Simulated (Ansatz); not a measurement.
# HF/STO-3G run of H2S2 (SMILES SS)

What is the energy change on altering one bond length of H2S2 at HF/STO-3G? 

The results are computed with Ansatz 0.2.0.

32 further runs of the same task are left out: 32 set aside as unsound or not needed.

**1. The structure to begin with**

H2S2 has 4 atoms, charge 0, and is taken as a singlet. As SMILES, `SS`. Geometry: relaxed at PBE0-D4/def2-TZVP.

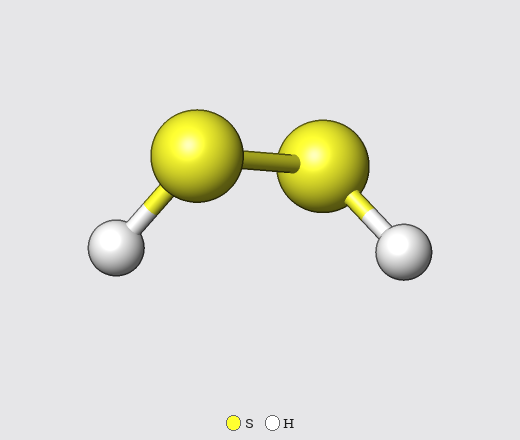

The structure, seen from a chosen angle (sulfur yellow, hydrogen white).

**2. The energy at HF/STO-3G**

Contents of job.yaml:

```yaml
basis:
  gaussian: {orbitals: STO-3G}
crystal:
  periodic: [false, false, false]
  atoms:
    - {symbol: S, position_ang: [0.784480, -0.789210, 0.166690]}
    - {symbol: S, position_ang: [0.060220, 1.121560, 0.067360]}
    - {symbol: H, position_ang: [-0.225420, -1.352590, 0.856880]}
    - {symbol: H, position_ang: [-0.619290, 1.020250, -1.090950]}
accuracy: high
output: {orbitals: {seedname: orbitals}}
hamiltonian: {xc: hf}
```

Started as:

```
$ ansatz run job.yaml --threads 1 --pin off --max-ram 3480MiB --events-out events.jsonl --progress --plain --runs-dir runs
```

What it wrote:

```text
Warning: RAYON_NUM_THREADS=1 ignored (pool sized by the plan → 1); use --threads N
Functional definition: HF
  name "HF"
  exchange = exact_x
  correlation = 0
344 factors; integrals over basis functions are off by at most 1.7e-8 eV
mean field evaluation 1: about -21428.2268 eV, gradient 9.4e0 eV
mean field evaluation 2: about -21428.2730 eV, gradient 9.5e0 eV
mean field evaluation 4: about -21428.7074 eV, gradient 2.0e-1 eV
mean field evaluation 8: about -21428.7073 eV, gradient 1.3e-5 eV
mean field -21428.70726893 eV, -787.4904672339 hartree, gradient 3.2e-8 eV, S^2 0.000000; 0 other end points of the search recorded, 0 dependent functions left out
reference -21428.70726893 eV, -787.4904672339 hartree; 17, 17 occupied and 3, 3 virtual orbitals, 344 factors
Total energy: -21428.70726893 eV, -787.4904672339 hartree
```

Run time: 0.08 s. Hardware: 1 thread of Arm Neoverse V2, shared host.

**3. The distorted shape**

Contents of in.yaml:

```yaml
crystal:
  periodic: [false, false, false]
  atoms:
    - symbol: S
      position_ang: [1.328082, -0.708163, 1.093327]
    - symbol: S
      position_ang: [0.603822, 1.202607, 0.993997]
    - symbol: H
      position_ang: [0.318182, -1.271543, 1.783517]
    - symbol: H
      position_ang: [-0.619290, 1.020250, -1.090950]
basis:
  gaussian:
    orbitals: STO-3G
accuracy: high
output:
  orbitals: {seedname: orbitals}
hamiltonian:
  xc: hf
```

Started as:

```
$ ansatz run in.yaml --threads 1 --pin off --max-ram 3480MiB --events-out events.jsonl --progress --plain --runs-dir runs
```

What it wrote:

```text
Warning: RAYON_NUM_THREADS=1 ignored (pool sized by the plan → 1); use --threads N
Functional definition: HF
  name "HF"
  exchange = exact_x
  correlation = 0
341 factors; integrals over basis functions are off by at most 2.2e-8 eV
mean field evaluation 1: about -21421.6000 eV, gradient 1.0e1 eV
mean field evaluation 2: about -21421.6367 eV, gradient 1.0e1 eV
mean field evaluation 4: about -21422.5302 eV, gradient 1.2e0 eV
mean field evaluation 8: about -21422.5544 eV, gradient 3.7e-2 eV
mean field evaluation 16: about -21396.0979 eV, gradient 3.9e1 eV
mean field -21422.55438973 eV, -787.2643530936 hartree, gradient 4.7e-8 eV, S^2 0.000000; 0 other end points of the search recorded, 0 dependent functions left out
reference -21422.55438973 eV, -787.2643530936 hartree; 17, 17 occupied and 3, 3 virtual orbitals, 341 factors
Total energy: -21422.55438973 eV, -787.2643530936 hartree
```

Wall time 0.1 s (1 thread of Arm Neoverse V2, shared host).

**4. Summary of results**

At HF/STO-3G:

| quantity | value |
| --- | --- |
| first shape: total energy | -787.49047 Eh |
| first shape: HOMO energy | -7.41 eV |
| first shape: LUMO energy | 9.33 eV |
| first shape: HOMO–LUMO gap | 16.74 eV |
| distorted shape: total energy | -787.26435 Eh |
| distorted shape: HOMO energy | -5.83 eV |
| distorted shape: LUMO energy | 3.03 eV |
| distorted shape: HOMO–LUMO gap | 8.85 eV |
| energy change with the S2–H4 bond stretched from 1.347 to 2.424 Å | 6.153 eV |

**Reading.** One bond (distorted shape) is far stretched, which a spin-restricted single reference describes badly; a broken-symmetry solution may lie lower. With the S2–H4 bond stretched from 1.347 to 2.424 Å the energy rises by 6.15 eV (594 kJ/mol). The first shape isn't relaxed at this level, so the change isn't measured from a minimum. A restricted reference can't describe the breaking bond well at this length. The minimal basis adds a large error of its own.
